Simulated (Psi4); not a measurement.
# InPH4O (SMILES O[PH][InH2]): B3LYP/def2-QZVPD (density fitting, core potential, sweep point 6)

Aim: the energy change on altering one bond length of InPH4O at B3LYP/def2-QZVPD (density fitting, core potential, sweep point 6), from 2 runs. 

The calculation is run with Psi4 1.11.

### Step 1. The molecule

InPH4O: 7 atoms, total charge 0, spin state singlet. As SMILES, `O[PH][InH2]`. The coordinates come from a PBE0-D4/def2-TZVP relaxation. This is one conformer, not always the lowest.

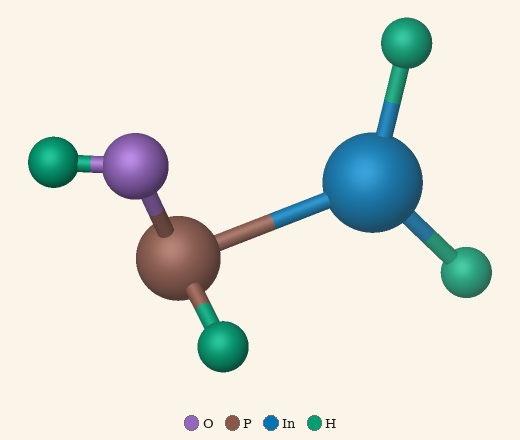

Viewed from a chosen angle; oxygen purple, phosphorus brown, indium blue, hydrogen teal.

### Step 2. The energy at B3LYP/def2-QZVPD (density fitting, core potential, sweep point 6)

calc.inp reads:

```
memory 1600 MB

molecule mol {
  0 1
  O     -1.844500     0.146900     0.079200
  P     -0.622800    -0.370000    -0.935500
  In     1.396900     0.365900     0.345900
  H     -2.634300     0.311800    -0.441900
  H     -0.483700    -1.722100    -0.492200
  H      1.278200     1.623200     1.518000
  H      2.910100    -0.355700    -0.073500
  symmetry c1
}

set basis def2-QZVPD
set reference rks
set puream true
set scf_type df
set dft_radial_points 99
set dft_spherical_points 590

energy('b3lyp')
print_variables()
```

Command:

```bash
$ psi4 calc.inp calc.out -n 1
```

calc.out (excerpt; [...] marks lines left out):

```text
[...]
    !!!  WARNING: ECP capability is in beta. Please check occupations closely.  !!!
[...]
  Running in c1 symmetry.
[...]
  Nuclear repulsion =  173.838427949718067
[...]
  Multiplicity = 1
[...]
  Nalpha       = 24
  Nbeta        = 24
[...]
    Number of basis functions: 362
[...]
   @DF-RKS iter   1:  -608.88009624282688   -7.42391e-01   2.70300e-03 ADIIS/DIIS
[...]
   @DF-RKS iter   9:  -609.26000140563497   -6.97156e-08   2.45749e-07 DIIS
[...]
    Orbital Energies [Eh]
    ---------------------
    Doubly Occupied:
       1A    -77.075477     2A    -19.148347     3A     -6.564188
       4A     -4.727009     5A     -4.723543     6A     -4.721539
       7A     -4.672505     8A     -3.080937     9A     -3.070693
      10A     -3.069894    11A     -1.028572    12A     -0.769747
      13A     -0.763353    14A     -0.761938    15A     -0.761003
      16A     -0.760463    17A     -0.625142    18A     -0.489644
      19A     -0.430260    20A     -0.413825    21A     -0.367723
      22A     -0.297148    23A     -0.286167    24A     -0.233836
[...]
  @DF-RKS Final Energy:  -609.26000140563497
   => Energetics <=
    Nuclear Repulsion Energy =            173.8384279497180671
    One-Electron Energy =               -1259.7056392556719402
    Two-Electron Energy =                 517.1485082938235109
    DFT Exchange-Correlation Energy =     -40.5412983935046469
    Empirical Dispersion Energy =           0.0000000000000000
    VV10 Nonlocal Energy =                  0.0000000000000000
    Total Energy =                       -609.2600014056349664
[...]
 Multipole Moments:
 ------------------------------------------------------------------------------------
     Multipole            Electronic (a.u.)      Nuclear  (a.u.)        Total (a.u.)
 ------------------------------------------------------------------------------------
 L = 1.  Multiply by 2.5417464519 to convert [e a0] to [Debye]
 Dipole X            :         49.5370749          -49.7509560           -0.2138811
 Dipole Y            :         11.9439358          -11.9436085            0.0003273
 Dipole Z            :         17.3255032          -17.4908515           -0.1653483
 Magnitude           :                                                    0.2703429
[...]
```

Wall time 41 s (1 thread of Intel Xeon 6975P-C (Granite Rapids), shared host); peak memory 1.3 GiB.

### Step 3. The distorted shape, same level

job.dat reads:

```
memory 1600 mb

molecule {
  0 1
  O     -1.749539    -0.858947    -0.858486
  P     -0.527839    -1.375847    -1.873186
  In     1.491861    -0.639947    -0.591786
  H     -2.539339    -0.694047    -1.379586
  H     -0.388739    -2.727947    -1.429886
  H      1.278200     1.623200     1.518000
  H      3.005061    -1.361547    -1.011186
  symmetry c1
}

set {
  basis def2-QZVPD
  reference rks
  puream true
  scf_type df
  dft_radial_points 99
  dft_spherical_points 590
}

E, wfn = energy("b3lyp", return_wfn=True)
```

Command:

```bash
$ psi4 -i job.dat -o job.out -n 1
```

job.out (excerpt; [...] marks lines left out):

```text
[...]
    !!!  WARNING: ECP capability is in beta. Please check occupations closely.  !!!
[...]
  Running in c1 symmetry.
[...]
  Nuclear repulsion =  170.145907393159916
[...]
  Multiplicity = 1
[...]
  Nalpha       = 24
  Nbeta        = 24
[...]
    Number of basis functions: 362
[...]
   @DF-RKS iter   1:  -608.48150936599518   -4.42362e-01   2.99582e-03 ADIIS/DIIS
[...]
   @DF-RKS iter  10:  -609.16448103103096   -2.86368e-07   5.60949e-07 DIIS
[...]
    Orbital Energies [Eh]
    ---------------------
    Doubly Occupied:
       1A    -77.102804     2A    -19.165924     3A     -6.591074
       4A     -4.753464     5A     -4.750698     6A     -4.748574
       7A     -4.699399     8A     -3.106060     9A     -3.099571
      10A     -3.096334    11A     -1.045736    12A     -0.793577
      13A     -0.789711    14A     -0.788615    15A     -0.787033
      16A     -0.783241    17A     -0.646355    18A     -0.508703
      19A     -0.437923    20A     -0.428746    21A     -0.378734
      22A     -0.306383    23A     -0.265226    24A     -0.220316
[...]
  @DF-RKS Final Energy:  -609.16448103103096
   => Energetics <=
    Nuclear Repulsion Energy =            170.1459073931599164
    One-Electron Energy =               -1251.2901068317514728
    Two-Electron Energy =                 512.4264922599354577
    DFT Exchange-Correlation Energy =     -40.4467738523747613
    Empirical Dispersion Energy =           0.0000000000000000
    VV10 Nonlocal Energy =                  0.0000000000000000
    Total Energy =                       -609.1644810310309595
[...]
 Multipole Moments:
 ------------------------------------------------------------------------------------
     Multipole            Electronic (a.u.)      Nuclear  (a.u.)        Total (a.u.)
 ------------------------------------------------------------------------------------
 L = 1.  Multiply by 2.5417464519 to convert [e a0] to [Debye]
 Dipole X            :         49.4714368          -49.8780807           -0.4066439
 Dipole Y            :          9.6327681          -10.5970767           -0.9643086
 Dipole Z            :         15.1032713          -16.2355672           -1.1322959
 Magnitude           :                                                    1.5418639
[...]
```

Run time: 41 s. Hardware: 1 thread of Intel Xeon 6975P-C (Granite Rapids), shared host; peak memory 1.3 GiB.

### Step 4. Summary of results

At B3LYP/def2-QZVPD (density fitting, core potential, sweep point 6):

```
                                                          quantity          value
                                         first shape: total energy  -609.26000 Eh
                                        first shape: dipole moment         0.69 D
                                          first shape: HOMO energy       -6.36 eV
                                          first shape: LUMO energy       -2.10 eV
                                        first shape: HOMO–LUMO gap        4.26 eV
                                     distorted shape: total energy  -609.16448 Eh
                                    distorted shape: dipole moment         3.92 D
                                      distorted shape: HOMO energy       -6.00 eV
                                      distorted shape: LUMO energy       -3.27 eV
                                    distorted shape: HOMO–LUMO gap        2.73 eV
energy change with the In3–H6 bond stretched from 1.723 to 3.101 Å       2.599 eV
```

With the In3–H6 bond stretched from 1.723 to 3.101 Å the energy rises by 2.60 eV (251 kJ/mol). The first shape isn't relaxed at this level, so the change isn't measured from a minimum. A restricted reference can't describe the breaking bond well at this length.
